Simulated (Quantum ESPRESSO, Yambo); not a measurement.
# Excitons of MoS2 (P6_3/mmc) on ever denser meshes, part 2 of 4

Aim: follow the lowest exciton of MoS2 (P6_3/mmc) as the mesh is refined.

Quantum ESPRESSO 7.5 and Yambo 5.3.0; PBE and many-body steps on it, plane waves. Known limits of the many-body steps: not at the basis limit; no spin-orbit coupling; coarse k mesh; bindings not settled in the k mesh.

So far. Step 4 (Screening and self-energy, 3×3×1 mesh, 112 bands …): The gap on the mesh goes from 1.05 eV to 1.74 eV, a correction of +0.69 eV. Step 5 (Empty states on the mesh, 3×3×1 mesh, 51 bands): On this mesh the gap is 1.052 eV.

The database entry behind the starting cell differs from later determinations by our own check (about 0.3 % long), so it need not match the best structure at ambient conditions.

## Step 7: Excitons

Light makes an electron and a hole together. The Bethe-Salpeter equation adds their screened attraction and their exchange, in a window of bands around the gap.

This step: Bethe-Salpeter equation on PBE with a scissors shift, plane waves, norm-conserving pseudopotentials.

bse3.in reads:

```
optics
bss
bse
em1s
dipoles
rim_cut
RandQpts= 1000000
RandGvec= 1 RL
Chimod= "HARTREE"
BSKmod= "SEX"
BSEmod= "resonant"
BSSmod= "d"
BSENGexx= 20 Ry
BSENGBlk= 4 Ry
% BSEQptR
 1 | 1 |
%
% BSEBands
 21 | 33 |
%
% BEnRange
 0 | 5 | eV
%
% BDmRange
 0.1 | 0.1 | eV
%
BEnSteps= 101
% BLongDir
 1 | 0 | 0 |
%
% BndsRnXs
 9 | 51 |
%
NGsBlkXs= 4 Ry
% LongDrXs
 1 | 1 | 1 |
%
% KfnQP_E
 0.65 | 1.0 | 1.0 |
%
WRbsWF
FFTGvecs= 32 Ry
```

Started as:

```
OMP_NUM_THREADS=2 mpirun -n 4 yambo -F bse3.in -J bse3 -C bse3 > bse3.log
```

The log of the run:

```text
 Yambo, version 5.3.0

 [02] CORE Variables Setup
 =========================

  [... cell, symmetries and grids as in the set-up ...]

  [02.05] Energies & Occupations
  ==============================

  [X] === General ===
  [X] Electronic Temperature                        :  0.000000  0.000000 [eV K]
  [X] Bosonic    Temperature                        :  0.000000  0.000000 [eV K]
  [X] Finite Temperature mode                       : no
  [X] El. density                                   :  0.48515E+24 [cm-3]
  [X] Fermi Level                                   :  10.99216 [eV]

  [X] === Gaps and Widths ===
  [X] Conduction Band Min                           :  1.051771 [eV]
  [X] Valence Band Max                              :  0.000000 [eV]
  [X] Filled Bands                                  :  26
  [X] Empty Bands                                   :   27   51
  [X] Direct Gap                                    :  1.653897 [eV]
  [X] Direct Gap localized at k                     :  3
  [X] Indirect Gap                                  :  1.051771 [eV]
  [X] Indirect Gap between kpts                     :  1  3
  [X] Last valence band width                       :  1.539690 [eV]
  [X] 1st conduction band width                     :  1.047879 [eV]

 [03] Transferred momenta grid and indexing
 ==========================================

 [BZ sampling] Q-grid is User defined and/or read from the database

 IBZ Q-points                                      :  3
 BZ  Q-points                                      :   9

 K/Q-points units:
 rlu = crystal or reduced units; cc = cartesian coordinates; iku = interal k-units

 Q [1]          [rlu]:  0.000000  0.000000  0.000000
 Q [2]          [rlu]: -0.79644E-17  0.33333       0.0000
 Q [3]          [rlu]:  0.333333  0.333333  0.000000

  [03.01] X + BSE indexes
  =======================

   [03.01.01] Sigma indexes
   ========================

 [04] Coloumb potential Random Integration (RIM)
 ===============================================

  [04.01] RIM initialization
  ==========================

  * Diagonal components only detected *

  8 x (sBL volume)        :  0.304834 [a.u.]
  sBZ random points       :  1000000
  Points outside the sBZ  :   7993074
  RL volume               :  0.342938 [a.u.]
  Integrated volume       :  0.343236 [a.u.]

  [04.02] RIM integrals
  =====================

  Gamma point sphere radius             :  0.122078 [a.u.]
  Points outside the sphere             :   799724
  [Int_sBZ(q=0) 1/q^2]*(Vol_sBZ)^(-1/3) =:  7.615907
                                 should be <:  7.795600

  Summary of Coulomb integrals for non-metallic bands |Q|[au] RIM/Bare

  Q [1] 0.100000E-4 0.976949 * Q [2] 0.403838 1.108297
  Q [3] 0.699467 1.036392

 [WARNING] [BS] User bands 21-33 break level degeneracy

 [05] External/Internal QP corrections
 =====================================

 [QP_apply] Action to be applied: USER defined scissor

  [05.01]  QP corrections report
  ==============================

  [K+QP] === General ===
  [K+QP] Electronic Temperature                     :  0.000000  0.000000 [eV K]
  [K+QP] Bosonic    Temperature                     :  0.000000  0.000000 [eV K]
  [K+QP] Finite Temperature mode                    : no
  [K+QP] El. density                                :  0.48515E+24 [cm-3]
  [K+QP] Fermi Level                                :  0.000000 [eV]

  [K+QP] === Gaps and Widths ===
  [K+QP] Conduction Band Min                        :  1.701771 [eV]
  [K+QP] Valence Band Max                           :  0.000000 [eV]
  [K+QP] Filled Bands                               :  26
  [K+QP] Empty Bands                                :   27   51
  [K+QP] Direct Gap                                 :  2.303897 [eV]
  [K+QP] Direct Gap localized at k                  :  3
  [K+QP] Indirect Gap                               :  1.701771 [eV]
  [K+QP] Indirect Gap between kpts                  :  1  3
[...]
io_Double_Grid :      0.0001s P3 ( 2 calls,   0.038 msec avg) [MAX]      0.0001s P1 ( 2 calls,   0.029 msec avg) [min]
                         IO_and_Messaging_switch :      0.0001s P1 (42 calls,   0.002 msec avg) [MAX]      0.0001s P3 (36 calls,   0.002 msec avg) [min]
                                       X (REDUX) :      0.0025s P2 ( 3 calls,   0.839 msec avg) [MAX]      0.0001s P1 ( 3 calls,   0.032 msec avg) [min]
                                    scatter_Gamp :      0.0001s P1 ( 3 calls,   0.044 msec avg) [MAX]      0.0001s P3 ( 3 calls,   0.032 msec avg) [min]
                              BSE matrix filling :      0.0006s P1 [MAX]      0.0001s P4 [min]
                          BSE components folding :      0.0002s P2 [MAX]      0.0002s P4 [min]
                                    PP_uspp_init :      0.0003s P1 (11 calls,   0.028 msec avg) [MAX]      0.0002s P4 ( 8 calls,   0.024 msec avg) [min]
                                      Xo (REDUX) :      0.0139s P3 ( 3 calls,   4.638 msec avg) [MAX]      0.0008s P1 ( 3 calls,   0.253 msec avg) [min]
                                   X (procedure) :      0.0035s P1 ( 3 calls,   1.165 msec avg) [MAX]      0.0010s P3 ( 3 calls,   0.344 msec avg) [min]
                               SERIAL_lin_system :      0.0020s P1 ( 3 calls,   0.677 msec avg)
                                  eval_G_minus_G :      0.0024s P3 [MAX]      0.0023s P4 [min]
                              BSE matrix (REDUX) :      0.0029s P4 [MAX]      0.0024s P1 [min]
                                     K_WF_phases :      0.1257s P4 [MAX]      0.0037s P1 [min]
                                     BSE dipoles :      0.0049s P4 [MAX]      0.0048s P2 [min]
                                           io_BS :      0.0063s P1 (14 calls,   0.447 msec avg) [MAX]      0.0050s P4 ( 9 calls,   0.560 msec avg) [min]
                                        io_QINDX :      0.0112s P1 ( 5 calls,   2.235 msec avg) [MAX]      0.0052s P3 ( 3 calls,   1.738 msec avg) [min]
                                 bz_samp_indexes :      0.0076s P2 [MAX]      0.0075s P1 [min]
                                      T_space IP :      0.0082s P1 [MAX]      0.0081s P2 [min]
                                            io_X :      0.0200s P1 (15 calls,   1.331 msec avg) [MAX]      0.0081s P4 (15 calls,   0.539 msec avg) [min]
                                     io_KB_pwscf :      0.0088s P3 ( 5 calls,   1.757 msec avg) [MAX]      0.0083s P4 ( 5 calls,   1.660 msec avg) [min]
                                      io_DIPOLES :      0.0148s P1 (13 calls,   1.140 msec avg) [MAX]      0.0090s P4 ( 9 calls,   1.004 msec avg) [min]
                               T_space CORR Osc. :      0.0922s P1 ( 8 calls,  11.521 msec avg) [MAX]      0.0119s P4 ( 3 calls,   3.969 msec avg) [min]
                                       FFT_setup :      0.0216s P1 (11 calls,   1.967 msec avg) [MAX]      0.0163s P3 ( 8 calls,   2.037 msec avg) [min]
                            X T_space Kernel sum :      0.2568s P1 (16 calls,  16.052 msec avg) [MAX]      0.0171s P4 ( 6 calls,   2.849 msec avg) [min]
                                         io_GROT :      0.0187s P4 ( 2 calls,   9.356 msec avg) [MAX]      0.0180s P3 ( 2 calls,   9.022 msec avg) [min]
                                     io_fragment :      0.0319s P1 (33 calls,   0.966 msec avg) [MAX]      0.0234s P4 (22 calls,   1.062 msec avg) [min]
                                T_space EXX Osc. :      0.0563s P1 ( 6 calls,   9.392 msec avg) [MAX]      0.0277s P4 ( 3 calls,   9.226 msec avg) [min]
                                           io_WF :      0.0483s P1 (38 calls,   1.270 msec avg) [MAX]      0.0352s P4 (28 calls,   1.258 msec avg) [min]
                                     WF_load_FFT :      0.0484s P1 (11 calls,   4.398 msec avg) [MAX]      0.0353s P4 ( 8 calls,   4.407 msec avg) [min]
                                  Xo (procedure) :      0.1095s P2 ( 3 calls,  36.496 msec avg) [MAX]      0.0980s P3 ( 3 calls,  32.651 msec avg) [min]
                SERIAL_HERMITIAN_diagonalization :      0.1670s P2 [MAX]      0.1658s P3 [min]
                                  LINEAR ALGEBRA :      0.1689s P1 ( 4 calls,  42.226 msec avg) [MAX]      0.1658s P3 [min]
                                    Diago Solver :      0.1862s P1 [MAX]      0.1801s P2 [min]
                                X T_space Kernel :      0.4311s P1 [MAX]      0.2001s P4 [min]
                                  DIPOLE_g_space :      0.2988s P2 [MAX]      0.2869s P3 [min]
                                             RIM :      0.4758s P2 [MAX]      0.4756s P3 [min]
                                         Dipoles :      1.3102s P1 [MAX]      1.3101s P2 [min]

 [11] Game Over & Game summary
```

Run time: 3.4 s. Hardware: 4 MPI ranks of Arm Neoverse V2, shared host; peak memory 0.98 GiB.

This step gave:

| Item | Value |
| --- | --- |
| transitions in the window | 378 |
| direct gap of the transition levels | 2.304 eV |
| lowest state | 1.878 eV |
| first strong exciton (over a fiftieth of the strongest listed) | 1.878 eV |
| binding of the lowest state below the direct gap | 0.4261 eV |
| Coulomb term of one mesh cell | 0.2885 eV |

The binding is 1.5 times the screened Coulomb term of one mesh cell (0.29 eV), so it is not shown settled.

The lowest state lies at 1.878 eV, 0.426 eV under the direct gap.

Lines within 3 meV are set at the lowest of them, and the highest group, which the list may cut short, is left out; lines within 3 meV are set at the lowest of them, and the highest group, which the list may cut short, is left out. Lines of the exciton spectrum (strongest = 100):

```
position (eV)  lines merged  strength, relative
        1.878             2                  34
        1.887             2                 100
        2.433             4                 1.1
        2.446             2                 0.0
        2.473             2                 0.3
        2.638             1                  14
        2.679             1                  17
        2.794             2                 0.0
        2.844             1                 0.0
        2.939             1                 0.0
        3.058             1                 0.0
        3.219             1                 0.0
        3.245             1                 0.0
```

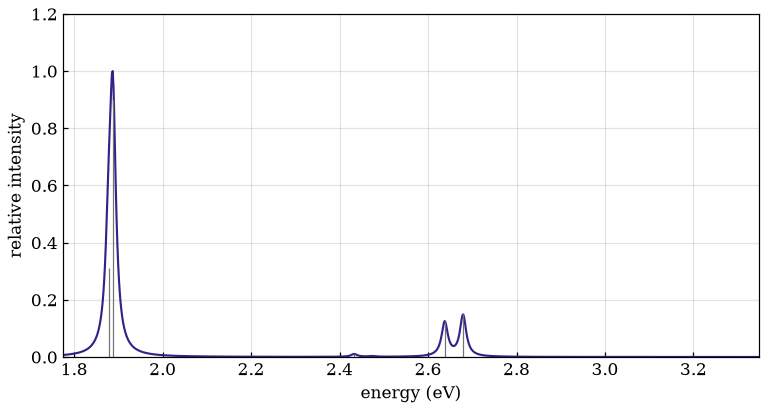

The exciton spectrum, broadened with Lorentzians of width 0.017 eV; bars mark the lines.

The ε₂ has structure finer than the step of the table below, so its rows give means over 0.5 eV, whole bins alone (the curve runs from 0 to 5 eV). Peaks (eV: height): BSE 1.90: 64.1, 2.65: 16.5, 3.70: 41.2; no electron-hole interaction 2.30: 48.0, 3.90: 39.9, 4.25: 29.6, 4.90: 16.6.

Field along x; broadening 0.1 eV; transition window only. Limits: finite bands, cutoff and mesh; no spin-orbit coupling; coarse k mesh; exciton not shown settled in the k mesh. Table of ε₂ by photon energy; means over each step:

```
photon energy (eV)    BSE  no electron-hole interaction
               0.5  0.492                         0.305
               1.0   1.10                         0.527
               1.5   6.72                          1.23
               2.0   29.8                          9.37
               2.5   9.29                          30.7
               3.0   8.31                          8.32
               3.5   34.7                          7.28
               4.0   10.9                          29.8
               4.5   6.77                          11.1
```

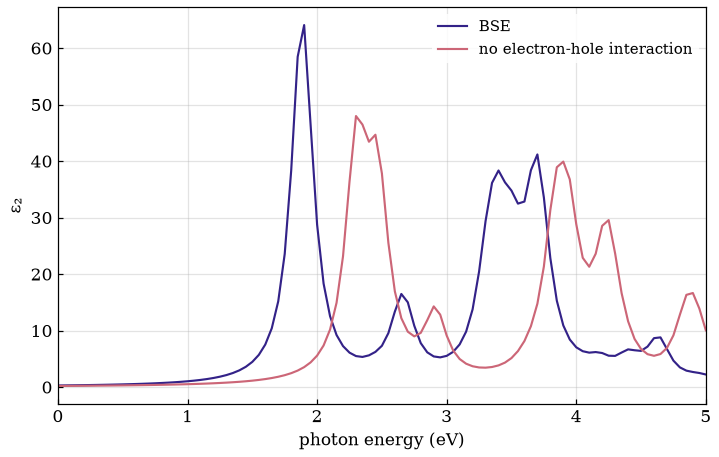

ε₂ against photon energy.

The program warns that the window of bands cuts a degenerate level, which breaks the symmetry of states and spectrum.

## Step 8: Triplet (no exchange term)

bse4.in, as its differences from bse3.in of step 7:

```diff
@@ -12,3 +12,3 @@
 BSSmod= "d"
-BSENGexx= 20 Ry
+BSENGexx= 1 RL
 BSENGBlk= 4 Ry
```

Started as:

```
OMP_NUM_THREADS=2 mpirun -n 4 yambo -F bse4.in -J bse4,bse3_W -C bse4 > bse4.log
```

The log of the run:

```text
 Yambo, version 5.3.0

 [02] CORE Variables Setup
 =========================

  [... cell, symmetries and grids as in the set-up ...]

  [02.05] Energies & Occupations
  ==============================

  [X] === General ===
  [X] Electronic Temperature                        :  0.000000  0.000000 [eV K]
  [X] Bosonic    Temperature                        :  0.000000  0.000000 [eV K]
  [X] Finite Temperature mode                       : no
  [X] El. density                                   :  0.48515E+24 [cm-3]
  [X] Fermi Level                                   :  10.99216 [eV]

  [X] === Gaps and Widths ===
  [X] Conduction Band Min                           :  1.051771 [eV]
  [X] Valence Band Max                              :  0.000000 [eV]
  [X] Filled Bands                                  :  26
  [X] Empty Bands                                   :   27   51
  [X] Direct Gap                                    :  1.653897 [eV]
  [X] Direct Gap localized at k                     :  3
  [X] Indirect Gap                                  :  1.051771 [eV]
  [X] Indirect Gap between kpts                     :  1  3
  [X] Last valence band width                       :  1.539690 [eV]
  [X] 1st conduction band width                     :  1.047879 [eV]

 [03] Transferred momenta grid and indexing
 ==========================================

 IBZ Q-points                                      :  3
 BZ  Q-points                                      :   9

 K/Q-points units:
 rlu = crystal or reduced units; cc = cartesian coordinates; iku = interal k-units

 Q [1]          [rlu]:  0.000000  0.000000  0.000000
 Q [2]          [rlu]: -0.79644E-17  0.33333       0.0000
 Q [3]          [rlu]:  0.333333  0.333333  0.000000

[...]
BSE dipoles :      0.0046s P2 [MAX]      0.0046s P3 [min]
                                 io_BS :      0.0062s P1 (14 calls,   0.444 msec avg) [MAX]      0.0047s P4 ( 9 calls,   0.518 msec avg) [min]
                            io_DIPOLES :      0.0072s P1 ( 5 calls,   1.436 msec avg) [MAX]      0.0064s P4 ( 4 calls,   1.599 msec avg) [min]
                            T_space IP :      0.0081s P3 [MAX]      0.0080s P2 [min]
                             FFT_setup :      0.0136s P1 ( 8 calls,   1.700 msec avg) [MAX]      0.0090s P3 ( 5 calls,   1.797 msec avg) [min]
                  X T_space Kernel sum :      0.1591s P1 (16 calls,   9.941 msec avg) [MAX]      0.0112s P4 ( 6 calls,   1.872 msec avg) [min]
                     T_space CORR Osc. :      0.0918s P1 ( 8 calls,  11.469 msec avg) [MAX]      0.0119s P3 ( 3 calls,   3.952 msec avg) [min]
                           io_fragment :      0.0191s P1 (19 calls,   1.006 msec avg) [MAX]      0.0131s P4 (14 calls,   0.939 msec avg) [min]
                               io_GROT :      0.0160s P3 ( 2 calls,   8.025 msec avg) [MAX]      0.0157s P4 ( 2 calls,   7.856 msec avg) [min]
                                 io_WF :      0.0272s P1 (24 calls,   1.132 msec avg) [MAX]      0.0162s P4 (14 calls,   1.155 msec avg) [min]
                           WF_load_FFT :      0.0277s P1 ( 7 calls,   3.962 msec avg) [MAX]      0.0163s P4 ( 4 calls,   4.071 msec avg) [min]
                                  io_X :      0.0181s P1 (14 calls,   1.293 msec avg) [MAX]      0.0178s P2 (14 calls,   1.272 msec avg) [min]
                      T_space EXX Osc. :      0.0470s P1 ( 6 calls,   7.837 msec avg) [MAX]      0.0249s P4 ( 3 calls,   8.316 msec avg) [min]
                      X T_space Kernel :      0.3293s P1 [MAX]      0.0995s P4 [min]
      SERIAL_HERMITIAN_diagonalization :      0.1703s P2 [MAX]      0.1687s P1 [min]
                        LINEAR ALGEBRA :      0.1703s P2 [MAX]      0.1687s P1 [min]
                          Diago Solver :      0.1898s P1 [MAX]      0.1839s P2 [min]

 [11] Game Over & Game summary
[key lines of the parts left out:]
Dipoles :      0.0028s P1 [MAX]      0.0028s P4 [min]
```

Elapsed: 1.3 s, on 4 MPI ranks; peak memory 0.26 GiB; 5.5 s of CPU time.

The lowest triplet lies at 1.744 eV; without spin-orbit coupling triplets are dark, so no spectrum is read.

The program warns that the window of bands cuts a degenerate level, which breaks the symmetry of states and spectrum.

## Step 9: Empty states on the mesh, 6×6×2 mesh, 51 bands

This step: Quantum ESPRESSO 7.5; DFT, PBE, plane waves, norm-conserving pseudopotentials.

pw.in reads:

```
&control
  calculation = 'nscf'
  prefix = 'x'
  outdir = 'o'
  pseudo_dir = 'pseudo'
/
&system
  ibrav = 0
  nat = 6
  ntyp = 2
  ecutwfc = 72.0
  nbnd = 51
  force_symmorphic = .true.
/
&electrons
  conv_thr = 1e-9
  electron_maxstep = 80
  diago_full_acc = .true.
  diago_thr_init = 5e-6
/
ATOMIC_SPECIES
  Mo 95.95 Mo.upf
  S 32.06 S.upf
CELL_PARAMETERS angstrom
  3.1690000000 -0.0000000000 0.0000000000
  -1.5845000000 2.7444345046 0.0000000000
  0.0000000000 0.0000000000 12.3240000000
ATOMIC_POSITIONS crystal
  Mo 0.3333333333 0.6666666667 0.2500000000
  Mo 0.6666666667 0.3333333333 0.7500000000
  S 0.3333333333 0.6666666667 0.6230000000
  S 0.6666666667 0.3333333333 0.1230000000
  S 0.3333333333 0.6666666667 0.8770000000
  S 0.6666666667 0.3333333333 0.3770000000
K_POINTS automatic
  6 6 2 0 0 0
```

Started as:

```
OMP_NUM_THREADS=1 mpirun -n 8 pw.x -nk 4 -in pw.in > pw.out
```

The log of the run:

```text
[banner, memory and clock lines left out]
Program PWSCF v.7.5 starts

     Atomic positions and unit cell read from directory:
     o/x.save/

     Message from routine setup:
     using ibrav=0 with symmetry is DISCOURAGED, use correct ibrav instead

     bravais-lattice index     =            0
     lattice parameter (alat)  =       5.9885  a.u.
     unit-cell volume          =     723.3082 (a.u.)^3
     number of atoms/cell      =            6
     number of atomic types    =            2
     number of electrons       =        52.00
[...]
23.3813  23.8451  25.8692

          k = 0.0000 0.0000-0.1286 (  7394 PWs)   bands (ev):

[...]
23.2443  23.2443  26.2112

          k = 0.0000 0.1925 0.0000 (  7442 PWs)   bands (ev):

[...]
13.6279  13.7656  18.0337  18.2485  19.5620  19.8875  20.1411  20.4954
    20.6979  21.0161  21.5889  22.0111  22.0886  22.2144  22.4926  22.7897
    23.5194  23.7953  24.5161

          k = 0.0000 0.1925-0.1286 (  7432 PWs)   bands (ev):

     [... further k-points ...]

     highest occupied, lowest unoccupied level (ev):    10.9922   11.8810

     XML data file, pseudopotentials, collected wavefunctions
```

It took 7.7 s on 8 MPI ranks; peak memory 0.56 GiB.

Numbers from this step:

* gap: 0.8888 eV
* k of the valence top: 0, 0, 0
* k of the conduction bottom: 0.1667, 0.1667, 0
* least direct gap: 1.654 eV
* k points computed: 14
* lowest point of the top converged band, above the valence top: 12.89 eV

On this mesh the gap is 0.889 eV.

## Step 10: Conversion and set-up

This step: Yambo 5.3.0; conversion and set-up on PBE, plane waves, norm-conserving pseudopotentials.

Started as:

```
(cd o/x.save; p2y > p2y.log; mv SAVE ../..); yambo > setup.log
```

The log of the run:

```text
 Yambo, version 5.3.0

 [02] CORE Variables Setup
 =========================

  [02.01] Unit cells
  ==================

  Cell kind             :  HCP
  Atoms in the cell     :  Mo  S
  number of Mo atoms    :  2
  number of S  atoms    :   4

  List of atomic masses
  Mass of Mo    :  95.95000
  Mass of S     :  32.06000

  List of atomic coordinates    : [cc]
  Mo1       : -0.29943E-09   3.4575       5.8222      order 1
  Mo2       :   2.99427   1.72874  17.46674  order 2
  S1       : -0.29943E-09   3.4575       14.509      order 3
[...]
Q [ 1]         [rlu]:  0.000000  0.000000  0.000000
 Q [ 2]         [rlu]:  0.000000  0.000000 -0.500000
 Q [ 3]         [rlu]: -0.39822E-17  0.16667       0.0000
[...]
Q [ 8]         [rlu]:  0.11947E-16 -0.50000     -0.50000
 Q [ 9]         [rlu]:  0.166667  0.166667  0.000000
 Q [10]         [rlu]:  0.166667  0.166667 -0.500000
 Q [11]         [rlu]:  0.166667  0.333333  0.000000
 Q [12]         [rlu]:  0.166667  0.333333 -0.500000
 Q [13]         [rlu]:  0.333333  0.333333  0.000000
 Q [14]         [rlu]:  0.333333  0.333333 -0.500000

  [03.01] X indexes
  =================

   [03.01.01] Sigma indexes
   ========================

 [06] Game Over & Game summary
```

It took 2.5 s on 1 MPI rank; peak memory 0.25 GiB.

[end of part 2 of 4]

[Paths, hosts, dates, memory and timing lines, banners, echoed tables and standing remarks are left out of the program output.]

[Logs are printed without paths, hosts, clocks, repeated set-up lines and the standing remarks that a program may print on its own settings, such as how far it seeks lower states.]

[Runs of the session that timed out or met a known fault of the program may be left out.]

[Hosts, paths, dates, database ids (printed as entryN), source tags and the programs' standing remarks are cut or masked in the printed files.]
